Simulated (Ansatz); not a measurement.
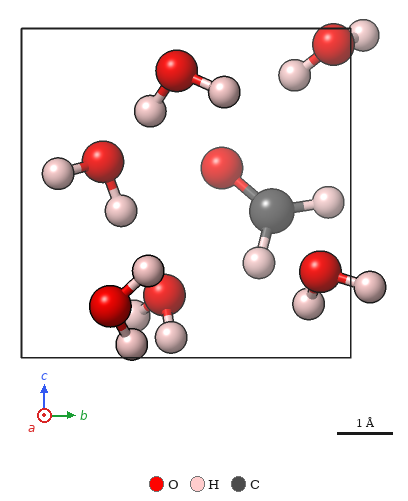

Starting frame of a dynamics run of a periodic cell with 6 H2O + 1 H2CO at 1.057 g/cm³. It starts from the last geometry of an earlier run, with fresh velocities. A ball-and-stick model of the simulation cell, seen along the a axis.

Theory: DFT PBE, scalar-relativistic, plane waves, PAW (Ansatz 0.2.0).

The input:
```yaml
accuracy: low
crystal:
  lattice:
    - [6.008322, 0.0, 0.0]
    - [0.0, 6.008322, 0.0]
    - [0.0, 0.0, 6.008322]
  atoms:
    - { symbol: O, position: [0.72709138, 0.46716891, 0.86729659] }
    - { symbol: H, position: [0.785575, 0.61143987, 0.8028677] }
    - { symbol: H, position: [0.64057449, 0.3869649, 0.74508683] }
    - { symbol: O, position: [0.70346723, 0.90361502, 0.25763968] }
    - { symbol: H, position: [0.56953478, 0.86769257, 0.15983422] }
    - { symbol: H, position: [0.74716306, 1.05406224, 0.21095539] }
    - { symbol: O, position: [0.52652473, 0.24320042, 0.59133804] }
    - { symbol: H, position: [0.50486687, 0.29828795, 0.44254435] }
    - { symbol: H, position: [0.61260973, 0.1071552, 0.55533019] }
    - { symbol: O, position: [0.98667945, 0.26572319, 0.15268562] }
    - { symbol: H, position: [1.0251625, 0.38066853, 0.25993201] }
    - { symbol: H, position: [0.88577499, 0.33074649, 0.03701452] }
    - { symbol: O, position: [0.44445355, 0.4299697, 0.18672665] }
    - { symbol: H, position: [0.32432407, 0.33795247, 0.12344215] }
    - { symbol: H, position: [0.53398437, 0.45024671, 0.05829935] }
    - { symbol: O, position: [0.31622865, 0.94323297, 0.94736397] }
    - { symbol: H, position: [0.18385039, 1.0332655, 0.97535839] }
    - { symbol: H, position: [0.26803223, 0.82530596, 0.85409158] }
    - { symbol: O, position: [0.09125794, 0.60441083, 0.57238204] }
    - { symbol: C, position: [0.13850575, 0.75620723, 0.44176472] }
    - { symbol: H, position: [0.22397473, 0.71685673, 0.28460911] }
    - { symbol: H, position: [0.11463849, 0.92728567, 0.46847409] }
basis:
  ecutwfc: 250.0
kpoints:
  mp_grid: { grid: [1, 1, 1] }
hamiltonian:
  xc: pbe
scf:
  occupations: { method: fermi_dirac, width: 0.05 }
  lower_state_search: "off"
md:
  timestep: 0.5
  n_steps: 200
  ensemble: nve
  temperature: 350.0
  initial_velocities: maxwell_boltzmann
  seed: 394122
```

Command:
```bash
ansatz run input.yaml --threads 1 --pin off --max-ram 3072MiB --backend cpu --events-out ev --progress --plain --runs-dir out
```

### Predict how the run goes.

The mean temperature in the second half is 297 K (standard deviation 27 K). The potential energy is still drifting at the end, so the run hasn't reached equilibrium. The potential energy in the second half lies on average 6.4 meV per atom above the first frame. Root-mean-square distances from the starting positions over the second half, with the common drift of all atoms taken out: H 0.57 Å, O 0.28 Å, C 0.11 Å. The heavy atoms stay within a fraction of a molecule's size of their starting places; so short a run doesn't tell a liquid from a solid. The plane-wave cutoff is below what these potentials need, so energies and forces are off.

Along the run (each row but the first and the last is the mean over the interval that it begins):

| time (fs) | potential energy (meV/atom) | T (K) |
| --- | --- | --- |
| 0.0 | 0.0 | 350 |
| 16.5 | 3.7 | 319 |
| 33.0 | 10.5 | 264 |
| 49.5 | 9.5 | 272 |
| 66.0 | 5.5 | 305 |
| 82.5 | 4.3 | 315 |
| 99.0 | 8.8 | 279 |

The paths of the atoms:

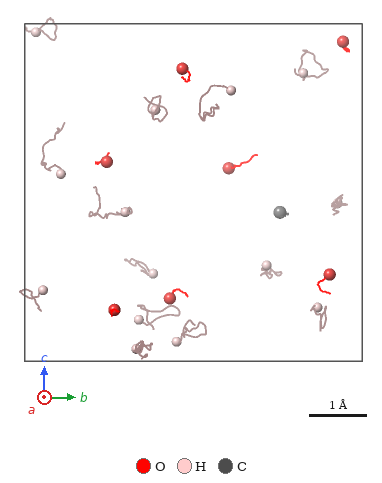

Limits of the set-up: the cutoff lies below the recommended one; the program's low-accuracy preset was used; the periodic images lie only 6.0 Å apart, so the values are limited by the cell's size.

The run took 2 min on 1 thread of Intel(R) Xeon(R) Platinum 8259CL CPU @ 2.50GHz (Skylake/Cascade Lake), with other jobs on the host, peak memory 0.35 GiB.
